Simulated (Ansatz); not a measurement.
```xyz
6

C    -0.3024    0.0209    1.9393
N     0.0883    1.0776    1.6967
Si    0.6458    2.7418    1.1388
H    -0.6725   -0.9791    2.1677
H     2.1177    2.6514    1.2771
H    -0.1281    3.6511    2.0151
```

Geometry: B3LYP-D3(BJ)/def2-SVP.

Theory: isolated molecule in a Gaussian basis; Kohn-Sham density functional theory, functional PBE0 (Ansatz 0.2.0).

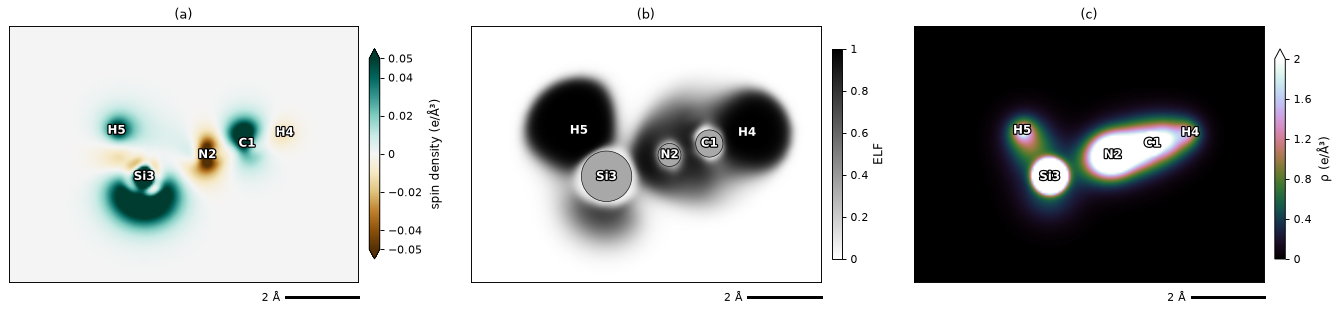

CH₃NSi (SMILES C#[N+][SiH2]) (charge +1, doublet). (a) spin density; (b) ELF; (c) total electron density on the plane of atoms N2, Si3 and H5. Grey discs cover the atomic cores in the ELF map.

> What do the fields say about this system?

Atoms in the plane: C, N, Si and H.
C–N (1.15 Å): ρ at the midpoint is about 3.6 e/Å³; the ELF peaks at about 0.85 between the atoms (a multiple bond).
Si–N (1.84 Å): the density is about 0.81 e/Å³ at the midpoint; the ELF peaks at about 0.95 between the atoms (a polar covalent bond).
C–H (1.09 Å): ρ at the midpoint is about 2.2 e/Å³; the ELF climbs to about 1 towards the hydrogen, as it does in any bond to H: a covalent bond by its length.
Si–H (1.48 Å): ρ at the midpoint is about 0.84 e/Å³; the ELF climbs to about 1 towards the hydrogen.
The unpaired spin (1 electron) lies mostly on Si3 (about 0.8) and C1 (about 0.1), in electrons by Hirshfeld's partition.
